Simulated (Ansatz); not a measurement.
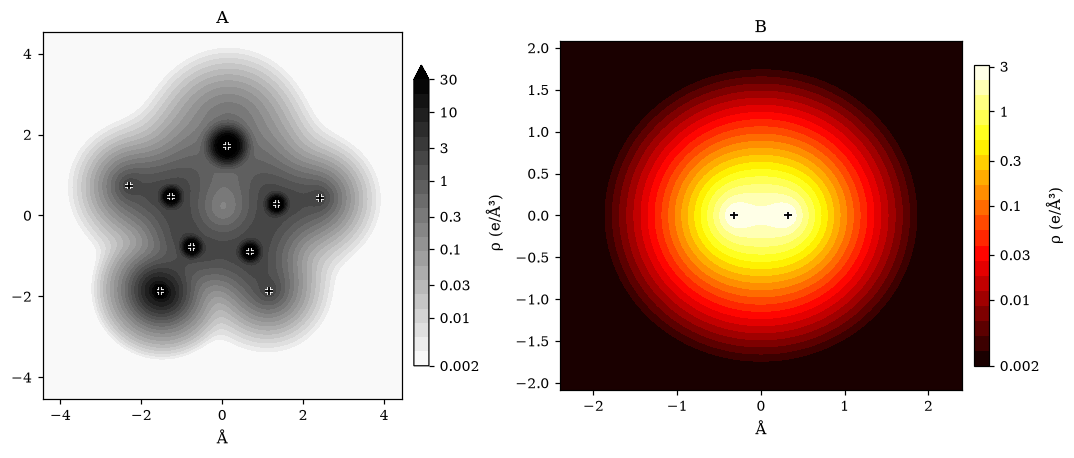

The electron density of 2 systems, each on a plane through atoms (crosses mark nuclei in the plane).

Level of theory: Ansatz 0.2.0, SCF PBE0, Gaussian basis.

System 1: H$_{2}$, a plane that holds the molecular axis. 

```yaml
atoms:
  - { symbol: H, position_ang: [0.0000, 0.0000, 0.0000] }
  - { symbol: H, position_ang: [0.0000, 0.0000, 0.6400] }
```

System 2: C$_{4}$H$_{5}$FSi (SMILES FC1=C[SiH2]C=C1), the plane of atoms F1, C2 and C6. 

```yaml
atoms:
  - { symbol: F, position_ang: [2.6455, -0.0256, 0.3323] }
  - { symbol: C, position_ang: [1.3127, -0.0233, 0.1651] }
  - { symbol: C, position_ang: [0.5895, -1.1498, 0.0963] }
  - { symbol: Si, position_ang: [-1.2184, -0.7347, -0.1385] }
  - { symbol: C, position_ang: [-0.7394, 1.0879, -0.1139] }
  - { symbol: C, position_ang: [0.5898, 1.2265, 0.0501] }
  - { symbol: H, position_ang: [0.9596, -2.1592, 0.1624] }
  - { symbol: H, position_ang: [-2.0453, -1.1098, 1.0332] }
  - { symbol: H, position_ang: [-1.7322, -1.1584, -1.4628] }
  - { symbol: H, position_ang: [-1.4714, 1.8726, -0.2210] }
  - { symbol: H, position_ang: [1.1096, 2.1739, 0.0968] }
```

> Match each panel to its system.

Panel A is system 2, C$_{4}$H$_{5}$FSi: the plane holds F, C, Si and H. C–C (1.34 Å): ρ is about 2.3 e/Å³ halfway. Panel B is system 1, H$_{2}$: the plane holds H. H–H (0.64 Å): the density is about 2.3 e/Å³ at the midpoint.
